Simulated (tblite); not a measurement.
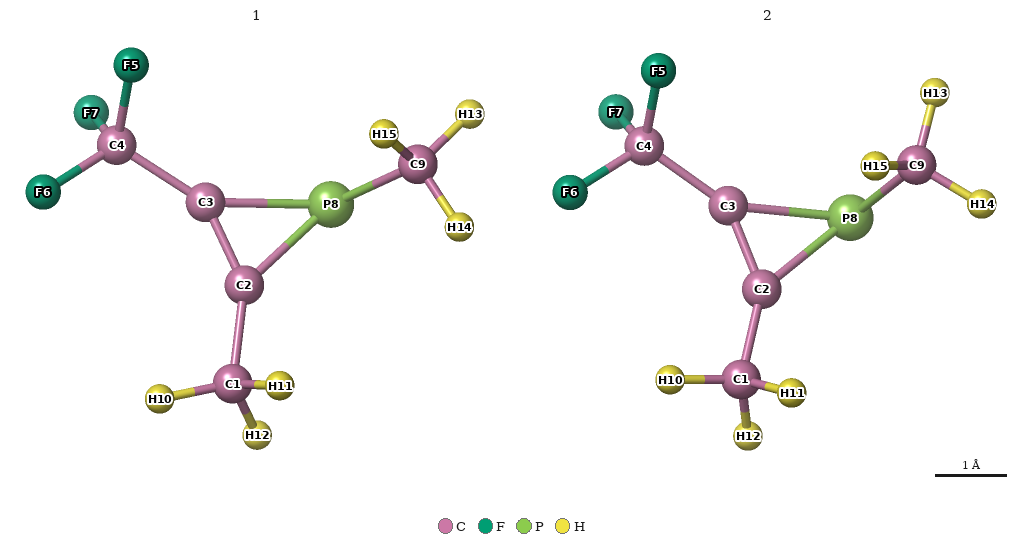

Two geometries of C$_{5}$H$_{6}$F$_{3}$P, drawn at one scale. One is the start of a relaxation, the other its converged end. A ball-and-stick model, seen at a tilt.

Computed with GFN2-xTB geometry optimisation, gas phase in tblite 0.8.0. 

> Which of the two is the end point?

Structure 2 is the relaxed one. The atom that moves furthest after the best rigid fit is H13 (0.74 Å). By element the largest moves are H 0.74 Å, P 0.29 Å, F 0.25 Å, C 0.24 Å. Near-neighbour distances that change, for instance: C1–C2 1.523 → 1.464 Å, C4–F5 1.402 → 1.348 Å, C4–F7 1.386 → 1.343 Å, C4–F6 1.386 → 1.349 Å. Among the angles between lasting bonds that change: C3–P8–C9 118.1° → 101.0°, C2–P8–C9 111.2° → 100.9°, F6–C4–F7 111.9° → 106.5°. Groups turn about P8–C9 by about 35°. Over 91 geometry steps the energy falls by 57.5 kJ/mol.
